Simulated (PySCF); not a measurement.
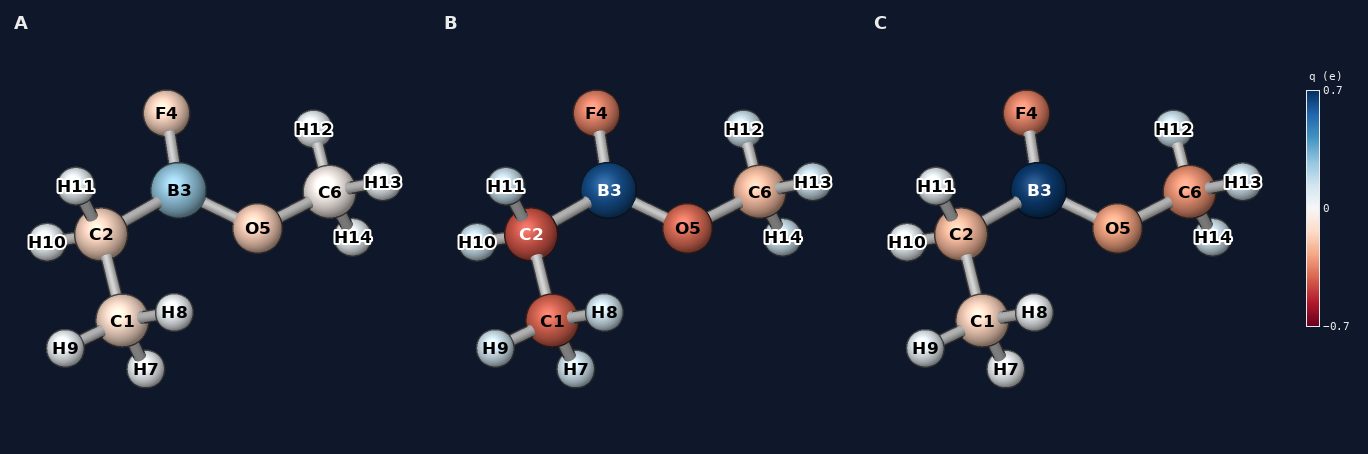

Atomic charges of one calculation by 3 schemes, on one colour scale. The computed structure is the end point of a PBE0-D3(BJ)/def2-SVP optimisation. No frequency run is at hand to confirm it as a minimum. Method: PBE0/cc-pVTZ (PySCF 2.14.0).

The schemes are ESP-fitted, Hirshfeld, IAO. Which panel shows which?

Answer. A Hirshfeld, B IAO, C ESP-fitted.

List the charges (e), one line for each set of equivalent atoms. Atoms whose distances differ by more than 0.02 Å in this geometry are listed apart.

```tsv
atom	Hirshfeld	IAO	ESP-fitted
C1	−0.12	−0.41	−0.15
C2	−0.15	−0.44	−0.22
B3	0.28	0.62	0.67
F4	−0.15	−0.35	−0.35
O5	−0.17	−0.39	−0.28
C6	−0.03	−0.21	−0.31
H7	0.04	0.14	0.03
H8	0.04	0.14	0.03
H9	0.04	0.14	0.06
H10	0.05	0.16	0.05
H11	0.04	0.16	0.05
H12	0.04	0.14	0.15
H13	0.05	0.15	0.14
H14	0.05	0.15	0.14
```
